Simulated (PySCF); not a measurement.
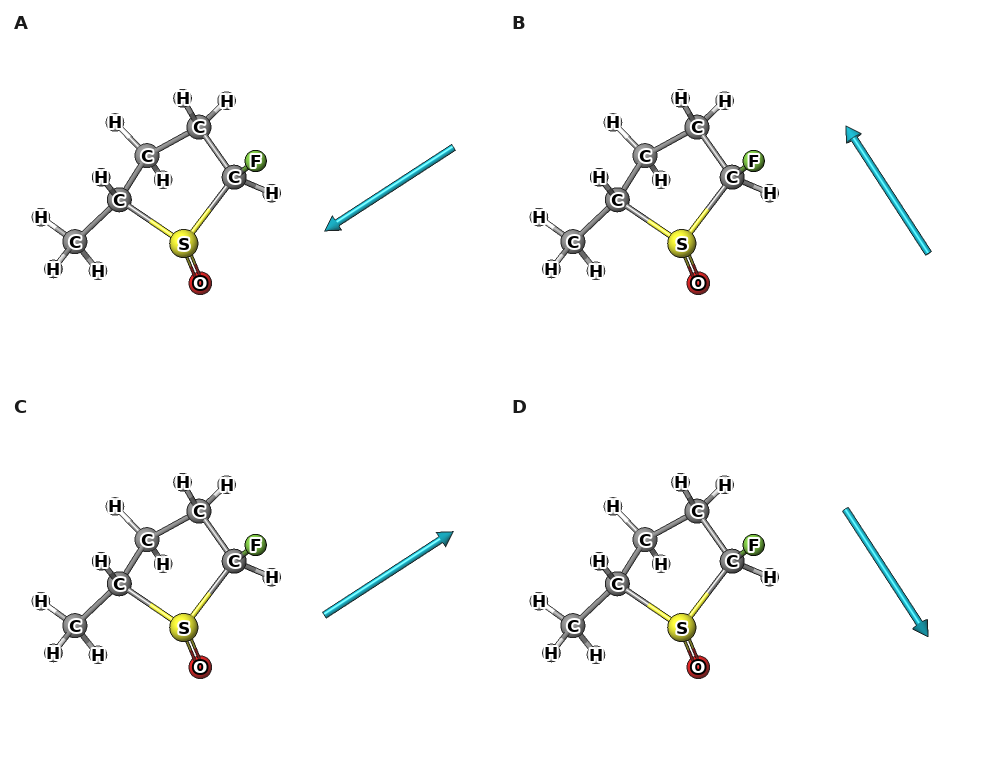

The same molecule four times, each with an arrow. The geometry was computed by an optimisation with GFN2-xTB. No frequency run is at hand to confirm it as a minimum. Properties computed with ωB97X-D/def2-SVPD, gas phase (PySCF 2.14.0).

Which arrow points along the dipole moment, from the negative to the positive end?

B. The dipole moment is 3.93 D.
